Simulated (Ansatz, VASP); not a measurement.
# BiB in two plane-wave programs

Aim: how closely do two programs agree when they are given the same cell, functional and k mesh? The cell is invented: As first built, before any earlier steps moved the atoms: it takes the BP structure with some of its atoms replaced by other elements, volume scaled by an estimate. It may not be a known or stable phase. The cell comes out of the VASP series on this material, whose earlier steps may have relaxed, scaled or displaced it; both programs get it as it stands.

Main program and level: Ansatz 0.2.0; plane waves, with VASP 6.6.1 beside it; band structure at r2SCAN0.

**1. The structure**

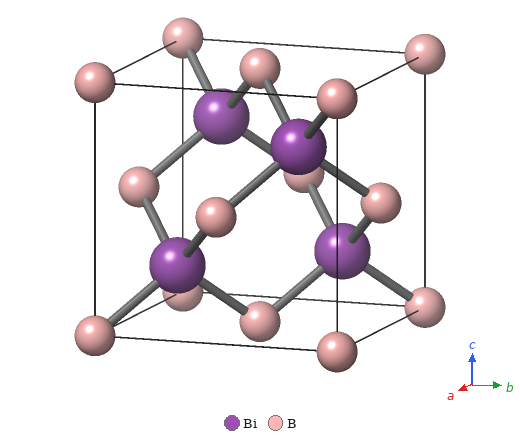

The starting structure, seen slightly off an axis (bismuth purple, boron pink). This picture shows the conventional cell, with its axes. Bonds to atoms that aren't drawn are left out. Some periodic images of atoms are drawn too.

**2. Ansatz: band structure, r2SCAN0**

Ansatz runs on its default PAW (the set named soft_2) files.

The same path points are solved in both programs, so levels can be compared one by one.

The input, input.yaml:

```yaml
crystal:
  lattice:
    - [0.0, 2.761376127, 2.761376127]
    - [2.761376127, 0.0, 2.761376127]
    - [2.761376127, 2.761376127, 0.0]
  atoms:
    - { symbol: Bi, position: [0.25, 0.25, 0.25] }
    - { symbol: B, position: [0.0, 0.0, 0.0] }
hamiltonian:
  xc: r2scan0
  pseudopotentials: { kind: paw }
kpoints:
  mp_grid: { grid: [4, 4, 4] }
  band_path:
    path:
      - [0.0, 0.0, 0.0]
      - [0.5, 0.0, 0.5]
      - [0.5, 0.2, 0.7]
      - [0.4, 0.35, 0.75]
      - [0.15, 0.15, 0.3]
      - [0.2, 0.2, 0.2]
      - [0.55, 0.4, 0.55]
      - [0.6, 0.25, 0.65]
      - [0.5, 0.25, 0.75]
      - [0.5, 0.5, 0.5]
      - [0.375, 0.375, 0.75]
      - [0.5, 0.0, 0.5]
    npoints: 1
scf:
  occupations: { method: gaussian, width: 0.02 }
  n_extra_bands: 7
output:
  forces: true
  stress: true
  eigenvalues: true
  write_density: true
  write_potential: true
  elf: true
  volumetric_format: npy
```

Run with:

```sh
$ ansatz run input.yaml --threads 4 --pin off --max-ram 9216MiB --backend cpu --events-out ev --progress --plain --runs-dir out
```

Numbers of over 12 decimals in the logs are rounded to 6 here.

What it wrote:

```text
Warning: output.stress: scf.convergence.dr2_threshold = 1e-7 eV (the SCF's general default) is looser than the 2e-10 eV advised for a printed stress (1e-10 eV for each atom of the cell: 2). What an SCF threshold leaves in a stress goes as its square root, and in the free energy as the threshold itself, and one threshold admits the most on a small cell: [figures from the program's tests cut] Set scf.convergence.dr2_threshold to 2e-10 eV or tighter. The threshold is an SCF's pass mark: one that does not reach it within its budget of iterations ends unconverged, or closes short of it on a stop that the run arms, and scf.convergence.dr2_threshold's page says what that costs each kind of run
Warning: output.stress: scf.exx.energy_threshold = 1e-6 eV is looser than the 2e-8 eV advised for a stress under a hybrid functional (1e-8 eV for each atom of the cell: 2). Every SCF of the exchange loop can meet its threshold on dr2 while the loop round them stops early: no threshold on dr2 bounds what that leaves in the stress. Set scf.exx.energy_threshold to 2e-8 eV or tighter. The threshold is the loop's pass mark: a loop that does not reach it within its budget of cycles ends unconverged, and scf.exx.energy_threshold's page has the law
scf.n_extra_bands = 7 over 9 filled bands (N_el = 18.0): the run solves 16 bands
Engine: ansatz 0.2.0, aarch64-unknown-linux-gnu
Pseudopotentials: kind: paw
Pseudopotential: Bi, paw, valence charge 15, recommended cutoff 500 eV (meta_gga), Bi.paw.azcp
Pseudopotential: B, paw, valence charge 3, recommended cutoff 500 eV (meta_gga), B.paw.azcp
Functional definition: r2SCAN0
  parameter a = 0.25
  parameter k0 = 0.174
  parameter k1 = 0.065
  parameter a1 = 4.9479
  exchange = (1 - a)*r2scan_x(k0 = k0, k1 = k1, a1 = a1) + a*exact_x
  correlation = r2scan_c
Crystal: 2 atoms, lattice volume = 42.112 Å³
Basis set: ecut = 500 eV, 1067 PW (Γ), exchange–correlation on 120×120×120 points (64 copies of the dense FFT grid, shifted against one another)
Bands: 16, of which v1, the nominal top of the filled ones, is band 9 counted from 1 (8 counted from 0)
Symmetry: 24 space group operations
Space group: F-43m (ITA 216), of the structure as read, at distance tolerance 3.5e-5 Å
k-points: 8 of 64 (time reversal used)
Non-local potential: Bi, projectors of the file, l = 0: 2, l = 1: 2, l = 2: 2, l = 3: 2
Non-local potential: B, projectors of the file, l = 0: 2, l = 1: 2, l = 2: 1
PAW form: soft (Blöchl's): semilocal exchange-correlation on the pseudo side does not see the compensation charge
PAW frozen core: Bi, regenerated for the run's functional, and the local potential with it (the file was generated under x = pbe(κ = 0.804, μ = 0.219515), c = pbe(β = 0.066725))
PAW frozen core: B, regenerated for the run's functional, and the local potential with it (the file was generated under x = pbe(κ = 0.804, μ = 0.219515), c = pbe(β = 0.066725))
PAW one-centre angular grid: Bi, 590 points (default); XC on 160 Gauss nodes
PAW one-centre angular grid: B, 302 points (default); XC on 160 Gauss nodes
Initial density: superposition of atomic densities (neutral atoms: chi_scale 0, normalization atom), corrected by the library's trained network
Initial wavefunctions: pseudopotential atomic-orbital guess
Functional: x = r2scan, c = r2scan; τ floored in thin density (d = 2e-4 eV/Å³), warm-up for x = 0.75 r2scan + 0.25 exact, c = r2scan; τ floored in thin density (d = 2e-4 eV/Å³)
SCF iter   1: F=—  HF=-12565.839393 eV  |F-HF|=—  |Δ(HF+E_count)|=         —  Δρ=5.47e-3  dr2=1.22e-2  dr2_τ=6.21e-2  ethr=1.77e-3  ⟨swp⟩=12.2  Hψ=691  notcnv=0
preconditioner: auto → none  [insulator: Δε(μ)=0.221 eV  Ē_g=23.293 eV  σ=0.020 eV  W_gap=1.00  n_scr=14 (ndim 8)  ℏωp=24.3 eV  f_vac=0.010  D(μ)=0.00/eV (n_scr^D=0)]
SCF iter   2: F=—  HF=-12565.860324 eV  |F-HF|=—  |Δ(HF+E_count)|=   2.09e-2  Δρ=2.16e-3  dr2=1.46e-3  dr2_τ=1.16e-4  ethr=6.76e-5  ⟨swp⟩=4.6  Hψ=375  notcnv=0  defer=1
SCF iter   3: F=—  HF=-12565.860725 eV  |F-HF|=—  |Δ(HF+E_count)|=   4.01e-4  Δρ=1.17e-3  dr2=3.04e-4  dr2_τ=1.34e-5  ethr=8.11e-6  ⟨swp⟩=3.0  Hψ=267  notcnv=0
iter 4 solved again at ethr=8.98e-9 eV; its pass at ethr=1.69e-6 eV (dr2=1.62e-6 eV) is discarded
SCF iter   4: F=-12565.860912 eV  HF=-12565.860912 eV  |F-HF|=4.44e-7  |Δ(HF+E_count)|=   1.87e-4  Δρ=8.46e-5  dr2=1.74e-6  dr2_τ=3.05e-7  ethr=8.98e-9  ⟨swp⟩=4.0  Hψ=569  notcnv=0
SCF 1 stopped early in 4 iterations: F = -12565.860912 eV  dr2 = 1.74e-6
  greatest PAW one-centre occupation: 0.985 electrons in one spin orbital (limit 2), on the Bi atom at site 0 (counted from 0), in its partial waves of l = 2
Initial density: handed on by an earlier stage of this run
Initial wavefunctions: those handed on with the density
Functional: x = 0.75 r2scan + 0.25 exact, c = r2scan; τ floored in thin density (d = 2e-4 eV/Å³)
Frozen-core exchange: fock
SCF iter   1: F=—  HF=-12563.354826 eV  |F-HF|=—  |Δ(HF+E_count)|=         —  Δρ=3.76e-3  dr2=8.48e-3  dr2_τ=2.79e-4  ethr=9.69e-8  ⟨swp⟩=9.2  Hψ=784  notcnv=0
preconditioner: auto → none  [insulator: Δε(μ)=1.482 eV  Ē_g=15.375 eV  σ=0.020 eV  W_gap=1.00  n_scr=14 (ndim 8)  ℏωp=16.2 eV  f_vac=0.009  D(μ)=0.00/eV (n_scr^D=0)]
SCF iter   2: F=—  HF=-12563.352324 eV  |F-HF|=—  |Δ(HF+E_count)|=   2.50e-3  Δρ=7.02e-4  dr2=5.85e-4  dr2_τ=7.61e-6  ethr=9.69e-8  ⟨swp⟩=5.0  Hψ=487  notcnv=0
SCF iter   3: F=—  HF=-12563.355705 eV  |F-HF|=—  |Δ(HF+E_count)|=   3.38e-3  Δρ=4.97e-4  dr2=9.16e-5  dr2_τ=2.18e-6  ethr=9.69e-8  ⟨swp⟩=4.8  Hψ=423  notcnv=0
SCF iter   4: F=—  HF=-12563.355697 eV  |F-HF|=—  |Δ(HF+E_count)|=   8.59e-6  Δρ=1.15e-4  dr2=1.36e-5  dr2_τ=9.96e-8  ethr=9.69e-8  ⟨swp⟩=3.1  Hψ=234  notcnv=0
SCF iter   5: F=-12563.355765 eV  HF=-12563.355766 eV  |F-HF|=1.07e-6  |Δ(HF+E_count)|=   6.89e-5  Δρ=7.08e-5  dr2=2.37e-6  dr2_τ=2.94e-8  ethr=1.82e-8  ⟨swp⟩=4.0  Hψ=311  notcnv=0
SCF 2 stopped early in 5 iterations: F = -12563.355765 eV  dr2 = 2.37e-6
  greatest PAW one-centre occupation: 0.986 electrons in one spin orbital (limit 2), on the Bi atom at site 0 (counted from 0), in its partial waves of l = 2
hybrid outer 1: dexx = +3.918e-3 eV, tail = 1.10e-5 eV
Frozen-core exchange: fock
SCF iter   1: F=—  HF=-12563.355789 eV  |F-HF|=—  |Δ(HF+E_count)|=         —  Δρ=1.83e-5  dr2=1.38e-7  dr2_τ=5.35e-9  ethr=3.06e-7  ⟨swp⟩=4.0  Hψ=318  notcnv=0
preconditioner: auto → none  [insulator: Δε(μ)=1.536 eV  Ē_g=15.381 eV  σ=0.020 eV  W_gap=1.00  n_scr=14 (ndim 8)  ℏωp=16.2 eV  f_vac=0.009  D(μ)=0.00/eV (n_scr^D=0)]
SCF iter   2: F=—  HF=-12563.355789 eV  |F-HF|=—  |Δ(HF+E_count)|=   2.79e-7  Δρ=1.15e-5  dr2=4.18e-8  dr2_τ=1.99e-9  ethr=6.54e-10  ⟨swp⟩=4.6  Hψ=320  notcnv=0
SCF iter   3: F=-12563.355789 eV  HF=-12563.355789 eV  |F-HF|=3.19e-9  |Δ(HF+E_count)|=   1.52e-9  Δρ=4.49e-6  dr2=5.26e-9  dr2_τ=2.09e-10  ethr=1.97e-10  ⟨swp⟩=3.0  Hψ=228  notcnv=0  defer=1
SCF 3 converged in 3 iterations: F = -12563.355789 eV  dr2 = 5.26e-9
  Residual-converged pass: ⟨swp⟩=3.8  Hψ=280  notcnv=0  max |occ|·‖R‖ = 2.3e-6 eV (tolerance 2.4e-6 eV)  dr2=5.23e-9  dr2_τ=1.97e-10  dr2_onsite=1.28e-9  max |Δocc| = 0.0e0
hybrid outer 2: dexx = +1.601e-7 eV, tail = 1.54e-8 eV, Δε = 1.30e-3 eV (about 7.54e-5 eV left of the loop's levels)
NSCF: frozen V_eff on 12 k-points
hybrid SCF converged: 2 outer / 8 inner (+4 warm-up), last move |dexx| = 1.60e-7 eV, tail = 1.54e-8 eV
Stability not checked: this state was not tested for a lower state beside it, because the functional holds exact exchange (a hybrid, or Hartree-Fock), whose exchange loop this test does not read (fock_operator; see scf.lower_state_search)
Free energy (F): -12563.355789 eV
Frozen-core exchange: fock
Harris-Foulkes:  -12563.355789 eV  (|F-HF|=3.19e-9)
Internal energy: -12563.355789 eV  (E = F + TS)
E sigma→0 (E₀):  -12563.355789 eV
Fermi energy:    10.438217 eV
--- Per-component energies (eV) ---
  E_band       = -136.871562
  E_kinetic    = 345.728744
  E_local      = -1564.368075  (includes V_loc(G=0)·N_el)
  E_nonlocal   = 572.973894
  E_hartree    = 512.139652
  E_xc         = -130.961039
  E_vxc        = -147.123390  (∫ρ·V_xc dr)
  E_exx        = -47.437190  (= α·E_x^exact, valence–valence)
  E_paw        = -10759.392617  (= ΣΔE_a)
  E_vpaw       = -281.837361  (= ΣTr[D̂ρ^β])
  E_aug_tail   = -0.000274  (compensation charges beyond the density's cutoff)
  E_vtau       = 8.349660  (kinetic-family band-sum trace: ∫τ·v_τ [+ j·A + Jᵃ·Aᵃ] dr)
  E_ewald      = -1492.738907
  E_core_change = 0.700021  (= ΣΔE_core)
  E_smearing   = -0.000000  (= −TS)
  E_closure    = -0.000000  (closes the sum)
  Σ components = -12563.355789   (vs F -12563.355789, Δ=0.00e0)
--- Forces (eV/Å), atoms counted from 1 ---
  atom   1  Bi    -0.00000000     0.00000000    -0.00000000
  atom   2  B      0.00000000    -0.00000000    -0.00000000
  max |Σ_I F_I| component: 3.15e-16 eV/Å
--- Stress (GPa, compression-positive) ---
       -3.996797      -0.000000      -0.000000
       -0.000000      -3.996797       0.000000
       -0.000000       0.000000      -3.996797
  P = ⅓ Tr σ = -3.9968 GPa (-39.968 kbar)
--- Band table (eV; the first three rows and the last of 8) ---
  k-point 0: bands = [... 5 lower, -6.2387, 9.6698, 9.6698, 9.6698, 11.2063, 13.7938, 13.7938, 13.7938, ... 3 higher]
  k-point 1: bands = [... 5 lower, -5.3618, 4.3584, 8.5554, 8.5554, 11.7058, 15.0445, 15.0445, 16.1969, ... 3 higher]
  k-point 2: bands = [... 5 lower, -3.8651, 0.8640, 7.8272, 7.8272, 11.3044, 15.3467, 15.3467, 17.5709, ... 3 higher]
  k-point 7: bands = [... 5 lower, -2.6804, 0.9013, 4.5920, 5.0261, 14.7246, 15.1866, 16.3202, 17.2671, ... 3 higher]
```

It took 19 s on 4 threads of Arm Neoverse V1, shared host; peak memory 0.75 GiB; 67 s of CPU time.

**3. VASP: band structure, r2SCAN0**

The same cell, functional, mesh and smearing now go to VASP, with its own data sets and cutoff.

Lines of VASP's logs that name or quote its potential files are left out, and so is its time.

The input, INCAR:

```
SYSTEM = BiB
PREC = Accurate
ENCUT = 420
EDIFF = 1E-06
NELM = 100
ISMEAR = 0
SIGMA = 0.02
LREAL = .FALSE.
ALGO = Normal
LHFCALC = .TRUE.
AEXX = 0.25
METAGGA = R2SCAN
LASPH = .TRUE.
NBANDS = 15
PRECFOCK = Fast
HFRCUT = -1
LORBIT = 11
LWAVE = .FALSE.
LCHARG = .FALSE.
KPAR = 4
```

The input, POSCAR:

```
BiB
1.0
    0.0000000000      2.7613761270      2.7613761270
    2.7613761270      0.0000000000      2.7613761270
    2.7613761270      2.7613761270      0.0000000000
Bi B
1 1
Direct
    0.2500000000      0.2500000000      0.2500000000
    0.0000000000      0.0000000000      0.0000000000
```

The input, KPOINTS:

```
Automatic mesh
0
Gamma
4 4 4
0 0 0
```

The input, KPOINTS_OPT:

```
Line mode
6
Line-mode
Reciprocal
  0.00000000   0.00000000   0.00000000 GAMMA
  0.50000000   0.00000000   0.50000000 X

  0.50000000   0.00000000   0.50000000 X
  0.50000000   0.25000000   0.75000000 W

  0.50000000   0.25000000   0.75000000 W
  0.37500000   0.37500000   0.75000000 K

  0.37500000   0.37500000   0.75000000 K
  0.00000000   0.00000000   0.00000000 GAMMA

  0.00000000   0.00000000   0.00000000 GAMMA
  0.50000000   0.50000000   0.50000000 L

  0.50000000   0.50000000   0.50000000 L
  0.62500000   0.25000000   0.62500000 U

  0.62500000   0.25000000   0.62500000 U
  0.50000000   0.25000000   0.75000000 W

  0.50000000   0.25000000   0.75000000 W
  0.50000000   0.50000000   0.50000000 L

  0.50000000   0.50000000   0.50000000 L
  0.37500000   0.37500000   0.75000000 K

  0.62500000   0.25000000   0.62500000 U
  0.50000000   0.00000000   0.50000000 X
```

PAW data sets: Bi_d and B (PBE family, release 64).

Run with:

```sh
$ mpirun -np 4 vasp_std
```

What it wrote:

```text
[banner, memory and clock lines left out]
running    4 mpi-ranks, on    1 nodes
 distrk:  each k-point on    1 cores,    4 groups
 distr:  one band on    1 cores,    1 groups

 POSCAR found type information on POSCAR BiB
 POSCAR found :  2 types and       2 ions
|                                                                             |
|               ----> ADVICE to this user running VASP <----                  |
|                                                                             |
|     You enforced a specific xc type in the INCAR file but a different       |
|     [... a line on the potential file left out ...]
|     I HOPE YOU KNOW WHAT YOU ARE DOING!                                     |
|                                                                             |

 LDA part: xc-table for (None), standard interpolation
 found WAVECAR, reading the header
 POSCAR, INCAR and KPOINTS ok, starting setup
 FFT: planning ... GRIDC
 FFT: planning ... GRID_SOFT
 FFT: planning ... GRID
 HFRCUT set to (new)   8.633085
 reading WAVECAR
 the WAVECAR file was read successfully
 initial charge from wavefunction
 entering main loop
       N       E                     dE             d eps       ncg     rms          rms(c)
DAV:   1    -0.529415851946E+02   -0.52942E+02   -0.63753E-01   240   0.893E+00    0.612E-01
DAV:   2    -0.529436595707E+02   -0.20744E-02   -0.35067E-02   337   0.125E+00    0.358E-01
DAV:   3    -0.529426600590E+02    0.99951E-03   -0.60034E-03   282   0.521E-01    0.190E-01
DAV:   4    -0.529431947075E+02   -0.53465E-03   -0.15552E-03   269   0.205E-01    0.117E-01
DAV:   5    -0.529432428489E+02   -0.48141E-04   -0.97817E-05   351   0.129E-01    0.738E-02
DAV:   6    -0.529432370057E+02    0.58432E-05   -0.34100E-05   358   0.721E-02    0.446E-02
DAV:   7    -0.529432427612E+02   -0.57555E-05   -0.14298E-05   350   0.317E-02    0.267E-02
DAV:   8    -0.529432457062E+02   -0.29450E-05   -0.20140E-06   275   0.105E-02    0.162E-02
DAV:   9    -0.529432465913E+02   -0.88513E-06   -0.36352E-07   169   0.472E-03
   1 F= -.52943247E+02 E0= -.52943247E+02  d E =-.111345E-44
 Start KPOINTS_OPT (optional k-point list driver)
k-point batch [1-8\60]
       N       E                     dE             ncg
DAV:   1    -0.204274519254E+03   -0.31571E+04      240
DAV:   2    -0.144176489803E+04   -0.12375E+04      247
DAV:   3    -0.153567432287E+04   -0.93909E+02      310
DAV:   4    -0.153890985946E+04   -0.32355E+01      311
DAV:   5    -0.153898690006E+04   -0.77041E-01      346
DAV:   6    -0.153899090725E+04   -0.40072E-02      387
DAV:   7    -0.153899095218E+04   -0.44939E-04      339
DAV:   8    -0.153899095258E+04   -0.39774E-06      260
[...]
k-point batch [57-60\60]
       N       E                     dE             ncg
DAV:   1     0.220202735624E+04   -0.26116E+04      120
DAV:   2     0.160036069868E+04   -0.60167E+03      127
DAV:   3     0.156087285788E+04   -0.39488E+02      155
DAV:   4     0.155986051348E+04   -0.10123E+01      171
DAV:   5     0.155983730865E+04   -0.23205E-01      184
DAV:   6     0.155983654734E+04   -0.76132E-03      200
DAV:   7     0.155983653781E+04   -0.95240E-05      184
DAV:   8     0.155983653773E+04   -0.87168E-07      144
```

[end of part 1 of 2]

[Lines on the potential files, build, host, timing and source positions are cut from VASP's logs without a mark.]

[Logs are printed without paths, hosts, clocks, repeated set-up lines and the standing remarks that a program may print on its own settings, such as how far it seeks lower states.]

[Hosts, paths, dates, database ids (printed as entryN), source tags and the programs' standing remarks are cut or masked in the printed files.]
